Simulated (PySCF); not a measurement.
# CoNCl₂: structure of the triplet

Where does triplet CoNCl₂ go from a trigonal pyramidal start, is the end point a minimum, and what are its modes, charges and moments?

The runs use PySCF 2.14.0; PBE0, basis Co def2-TZVP, N def2-TZVP, Cl def2-TZVP, no relativity, density fitting.

**1. The system as given**

4 atoms, charge 0, spin multiplicity 3.

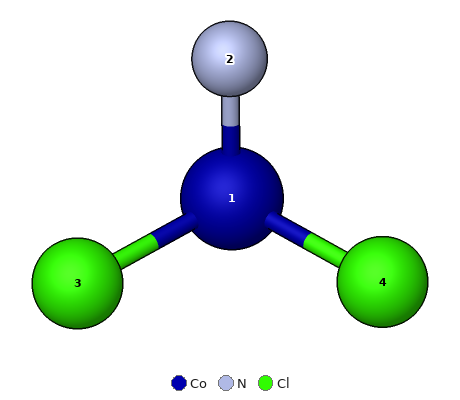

As it starts; cobalt blue, nitrogen light blue, chlorine green; atoms are numbered from 1 in the order of the file.

Coordinates in bohr (charge 0 multiplicity 3):
```
Co    0.0000   -1.2082    0.0000
N     3.0795   -1.2775    0.0000
Cl   -0.6166    1.2738   -3.0345
Cl   -0.6166    1.2738    3.0345
```

**2. First SCF at the start**

One driver script runs all steps and calls PySCF; scf.py shows how it sets up the SCF of each step. The optimiser is the driver's own. After this first run the driver tries any further starts and a stability analysis.

The input, scf.py:

```python
from pyscf import gto, scf, dft
mol = gto.M(atom='''
Co     0.000000    -0.639330    -0.000000
N      1.629580    -0.676030    -0.000010
Cl    -0.326270     0.674090    -1.605790
Cl    -0.326280     0.674090     1.605790''',
    basis={'Co': 'def2-TZVP', 'N': 'def2-TZVP', 'Cl': 'def2-TZVP'},
    charge=0, spin=2)
mf = dft.UKS(mol, xc='PBE0')
mf.grids.atom_grid = (50, 194)
aux = {'Co': 'def2-universal-JKFIT', 'N': 'def2-universal-JKFIT', 'Cl': 'def2-universal-JKFIT'}
mf = mf.density_fit(auxbasis=aux)
mf.conv_tol = 1e-08
mf.diis_space = 10
mf.max_cycle = 60
mf.init_guess = 'minao'
mf.verbose = 4
mf.kernel()
```

The run is started by

```
$ OMP_NUM_THREADS=4 python axn.py task.json out
```

Log (excerpt; [...] marks lines left out):

```text
[... the frontier levels of the middle cycles are left out ...]
init E= -2356.38777464464
[... the frontier-level lines of each cycle are left out ...]
cycle= 1 E= -2339.90644521533  delta_E= 16.5  |g|= 5.68  |ddm|= 11.1
cycle= 2 E= -2261.252970142  delta_E= 78.7  |g|= 16.8  |ddm|= 15.5
cycle= 3 E= -2325.10980306969  delta_E= -63.9  |g|= 11.1  |ddm|= 7.26
cycle= 4 E= -2336.6586992545  delta_E= -11.5  |g|=    9  |ddm|= 2.63
cycle= 5 E= -2343.34243441781  delta_E= -6.68  |g|= 7.12  |ddm|= 3.73
cycle= 6 E= -2344.97299179674  delta_E= -1.63  |g|=  6.1  |ddm|= 2.92
cycle= 7 E= -2348.45281335987  delta_E= -3.48  |g|= 5.27  |ddm|= 2.54
cycle= 8 E= -2356.68405421472  delta_E= -8.23  |g|= 1.14  |ddm|= 2.94
cycle= 9 E= -2356.95002271015  delta_E= -0.266  |g|= 0.833  |ddm|= 1.17
cycle= 10 E= -2357.23907959774  delta_E= -0.289  |g|= 0.431  |ddm|= 0.441
cycle= 11 E= -2357.2068513059  delta_E= 0.0322  |g|= 0.577  |ddm|= 0.091
cycle= 12 E= -2357.28810542874  delta_E= -0.0813  |g|= 0.145  |ddm|= 0.167
cycle= 13 E= -2357.30149075139  delta_E= -0.0134  |g|= 0.0341  |ddm|= 0.14
cycle= 14 E= -2357.30341045174  delta_E= -0.00192  |g|= 0.0237  |ddm|= 0.0614
[... 5 cycles left out ...]
cycle= 20 E= -2357.30897176605  delta_E= -0.000996  |g|= 0.0081  |ddm|= 0.063
cycle= 21 E= -2357.31022378944  delta_E= -0.00125  |g|= 0.0052  |ddm|= 0.119
cycle= 22 E= -2357.31022078793  delta_E= 3e-06  |g|= 0.00483  |ddm|= 0.0174
cycle= 23 E= -2357.31032845736  delta_E= -0.000108  |g|= 0.00365  |ddm|= 0.0164
cycle= 24 E= -2357.31050572982  delta_E= -0.000177  |g|= 0.00208  |ddm|= 0.0557
cycle= 25 E= -2357.31050078449  delta_E= 4.95e-06  |g|= 0.00296  |ddm|= 0.0208
cycle= 26 E= -2357.31053094298  delta_E= -3.02e-05  |g|= 0.00113  |ddm|= 0.015
cycle= 27 E= -2357.31053969917  delta_E= -8.76e-06  |g|= 0.000523  |ddm|= 0.0106
cycle= 28 E= -2357.31054067063  delta_E= -9.71e-07  |g|= 0.00053  |ddm|= 0.00302
cycle= 29 E= -2357.31054127942  delta_E= -6.09e-07  |g|= 0.00026  |ddm|= 0.00303
cycle= 30 E= -2357.31054134806  delta_E= -6.86e-08  |g|= 0.000139  |ddm|= 0.000394
cycle= 31 E= -2357.31054142863  delta_E= -8.06e-08  |g|= 5.91e-05  |ddm|= 0.000756
cycle= 32 E= -2357.31054144429  delta_E= -1.57e-08  |g|= 3.67e-05  |ddm|= 0.000303
cycle= 33 E= -2357.3105414522  delta_E= -7.9e-09  |g|= 2.95e-05  |ddm|= 0.000192
Extra cycle  E= -2357.3105414534  delta_E= -1.2e-09  |g|= 6.53e-05  |ddm|= 8.14e-05
converged SCF energy = -2357.3105414534  <S^2> = 2.3219907  2S+1 = 3.2074854
```

This step, with its further starts and checks, took 41 s on 4 threads of Arm Neoverse V1, shared host.

Energies from each starting density:

```
                      start   energy (Eh)
    the minimal-basis guess  -2357.310541
a thermally smeared density  -2357.310541
      a smeared PBE density  -2357.310541
```

The test of internal stability and the other starts found no lower solution of this spin.

**3. Trigonal pyramidal start, triplet: relaxation**

The program finds Cs symmetry in the start, which this walk keeps.

Edit scf.py of step 2 so:

```diff
@@ -3,4 +3,4 @@
-Co     0.000000    -0.639330    -0.000000
-N      1.629580    -0.676030    -0.000010
-Cl    -0.326270     0.674090    -1.605790
-Cl    -0.326280     0.674090     1.605790''',
+Co    -0.000001    -0.639330    -0.000001
+N      1.629579    -0.676030    -0.000000
+Cl    -0.326276     0.674091    -1.605789
+Cl    -0.326277     0.674088     1.605791''',
@@ -16 +15,0 @@
-mf.init_guess = 'minao'
```

Steps of the walk:

```
step   energy (Eh)  change (kJ/mol)  largest symmetric gradient (Eh/bohr)
   0  -2357.310541             0.00                               0.03066
   1  -2357.318043           -19.69                               0.02959
   2  -2357.332020           -56.39                               0.01310
   3  -2357.338064           -72.26                               0.01562
   4  -2357.339479           -75.97                               0.00864
   5  -2357.341321           -80.81                               0.00732
   6  -2357.341600           -81.54                               0.00357
   7  -2357.341642           -81.65                               0.00112
   8  -2357.341646           -81.67                               0.00039
   9  -2357.341652           -81.68                               0.00037
  10  -2357.341655           -81.69                               0.00016
```

The walk took 54 s.

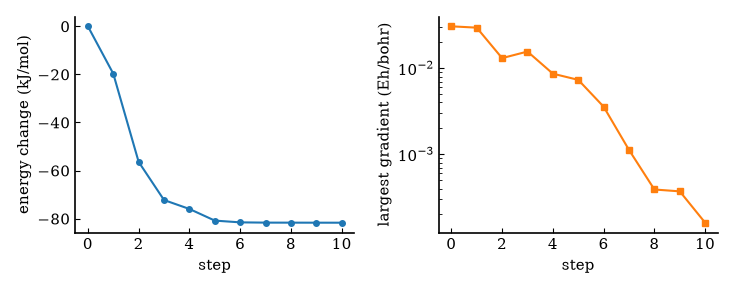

Energy and largest gradient along the walk.

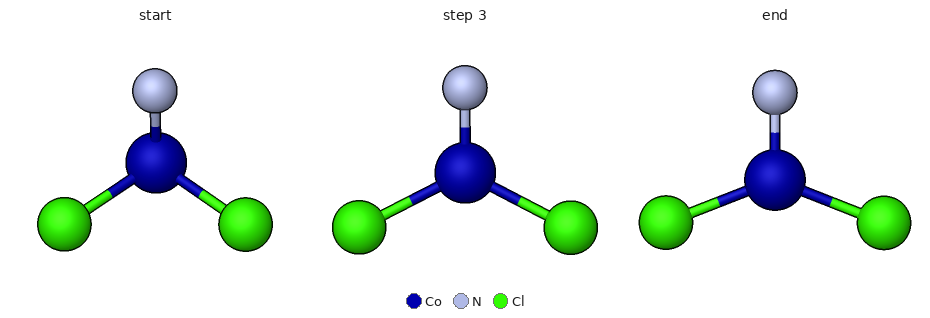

The geometry along the walk, at one scale.

End point (C2v, 10 steps, 81.7 kJ/mol gained): Co–Cl 2.077 Å (×2), Co–N 1.556 Å; Cl–Co–Cl 137.1°, Cl–Co–N 111.4° (×2).

**4. Frequencies**

The point is checked on the finer grid, and tightened if its gradient asks for it. The Hessian and the dipole derivatives come from central differences of analytic gradients, with steps of 0.02 bohr.

Edit scf.py of step 3 so:

```diff
@@ -3,4 +3,4 @@
-Co    -0.000001    -0.639330    -0.000001
-N      1.629579    -0.676030    -0.000000
-Cl    -0.326276     0.674091    -1.605789
-Cl    -0.326277     0.674088     1.605791''',
+Co     0.179141    -0.126126    -0.000000
+N      1.451994    -1.022292    -0.000001
+Cl    -0.441763     0.311030    -1.932475
+Cl    -0.441764     0.311026     1.932475''',
@@ -10 +10 @@
-mf.grids.atom_grid = (50, 194)
+mf.grids.atom_grid = (75, 302)
@@ -13 +13 @@
-mf.conv_tol = 1e-08
+mf.conv_tol = 1e-10
```

The driver hands on the density of the step before, so the log starts near convergence.

SCF at the final geometry:

```text
init E= -2357.34157408105
[... the frontier-level lines of each cycle are left out ...]
cycle= 1 E= -2357.34157408007  delta_E= 9.82e-10  |g|= 6.58e-05  |ddm|= 2.18e-05
cycle= 2 E= -2357.34157404106  delta_E= 3.9e-08  |g|= 0.000414  |ddm|= 0.000135
cycle= 3 E= -2357.34157408108  delta_E= -4e-08  |g|= 3.42e-06  |ddm|= 0.000115
cycle= 4 E= -2357.34157408109  delta_E= -1.32e-11  |g|= 1.1e-06  |ddm|= 2.77e-06
Extra cycle  E= -2357.34157408109  delta_E=    0  |g|= 4.88e-06  |ddm|= 2.76e-06
converged SCF energy = -2357.34157408109  <S^2> = 2.3718699  2S+1 = 3.2384379
```

The whole step took 1.9 min.

Geometry: C2v; Co–Cl 2.076 Å (×2), Co–N 1.557 Å; Cl–Co–Cl 137.1°, Cl–Co–N 111.5° (×2).

Modes, for the most abundant isotopes:

| symmetry | ω (cm⁻¹) | IR (km/mol) | type |
| --- | --- | --- | --- |
| a1 | 114 | 1.6 | bend |
| b1 | 116 | 8.8 | bend |
| b2 | 226 | 0.8 | bend |
| a1 | 382 | 11.0 | stretch |
| b2 | 495 | 95.5 | stretch |
| a1 | 801 | 3.9 | stretch |

All wavenumbers are real: a minimum.

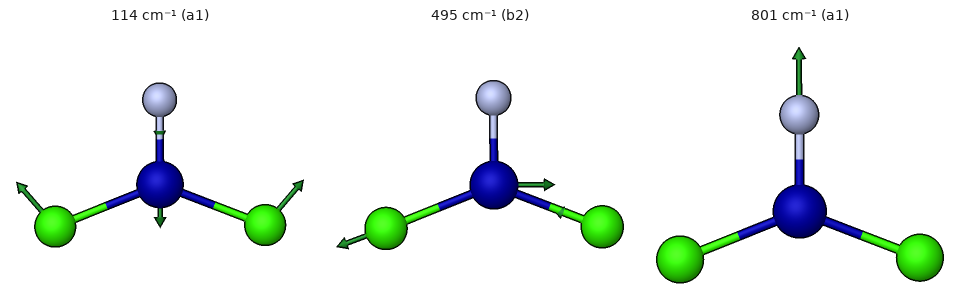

Displacements of 3 of the modes, as arrows (one member where a mode is degenerate).

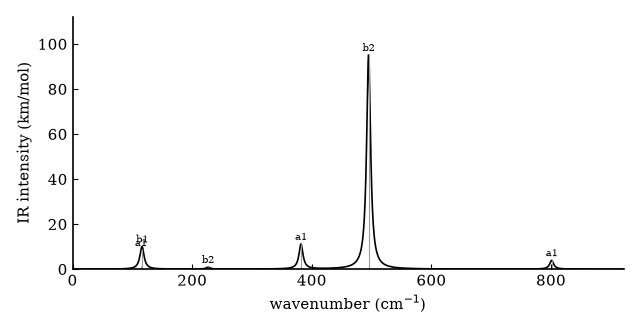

The harmonic infrared spectrum (widths in cm⁻¹). Lines are broadened to a width of 8 cm⁻¹ (Lorentzian).

Properties at this point:

| Property | Result |
| --- | --- |
| Dipole moment | 0.45 D |
| Highest occupied level | -8.91 eV |
| Lowest empty level | -4.72 eV |
| Rotational constants | 0.2501, 0.06454, 0.0513 cm⁻¹ |
| Zero-point energy | 12.8 kJ/mol |
| Principal polarisabilities | 34.1, 62.1, 84.1 bohr³ |
| Atomisation energy without zero-point energy | 830 kJ/mol |
| Principal traceless quadrupole moments about the centre of mass | -3.01, 0.96, 2.05 D Å |
| Entropy at 298.15 K and 1 bar (electronic part: spin only) | 329.9 J/(mol K) |
| Heat capacity Cp at 298.15 K | 71.3 J/(mol K) |
| Enthalpy at 298.15 K above 0 K | 16.65 kJ/mol |
| Rotational symmetry number | 2 |
| Spin squared ⟨S²⟩ | 2.372 |

Populations by atom (charges in e):

```json
{"atom": "Co1", "Mulliken": "0.76", "Löwdin": "-0.34", "polar tensor": "0.96", "spin (Mulliken)": "1.90", "Mayer order to Co1": "–"}
{"atom": "N2", "Mulliken": "-0.19", "Löwdin": "0.03", "polar tensor": "-0.06", "spin (Mulliken)": "-0.15", "Mayer order to Co1": "1.96"}
{"atom": "Cl3,4", "Mulliken": "-0.28", "Löwdin": "0.15", "polar tensor": "-0.45", "spin (Mulliken)": "0.13", "Mayer order to Co1": "1.03"}
```

Outer orbital energies (eV). α occupied: -12.74, -10.66, -10.65, -10.35, -9.80, -9.49, -9.33, -8.91; empty: -4.72, -4.65, 0.28, 2.07. β occupied: -12.26, -10.94, -10.93, -10.13, -10.06, -9.78, -9.68, -9.26; empty: -4.42, -4.42, -4.14, -3.99.

Mulliken populations on Co1: s 6.48, p 12.42, d 7.35, f 0.00.

**5. Outcome**

| quantity | value |
| --- | --- |
| minimum | triplet, C2v |
| geometry | Co–Cl 2.076 Å (×2), Co–N 1.557 Å; Cl–Co–Cl 137.1°, Cl–Co–N 111.5° (×2) |
| wavenumbers (cm⁻¹) | 114 (a1), 116 (b1), 226 (b2), 382 (a1), 495 (b2), 801 (a1) |
| dipole moment | 0.45 D |
| highest occupied, lowest empty level (either spin) | -8.91, -4.72 eV |
| polar-tensor charge of Co1 | +0.96 e |
| zero-point energy | 12.8 kJ/mol |
| entropy at 298.15 K | 329.9 J/(mol K) |
| atomisation energy (no zero-point energy) | 830 kJ/mol |
| ⟨S²⟩ | 2.372 |

What this shows: The trigonal pyramidal start (Cs) ends in a minimum of C2v symmetry. The determinant is spin-contaminated (⟨S²⟩ = 2.37 against 2.00), so it is no pure spin state. In the infrared the band at 495 cm⁻¹ (b2, stretch) leads. Most of the spin sits on Co1 (Mulliken spin 1.90, against 2 for the whole molecule). Only this shape and spin were tried, so other structures or states may lie lower. Open d and f shells are described by one determinant, and the ground state may have another occupation or spin.

The search up to here took 3.5 min.
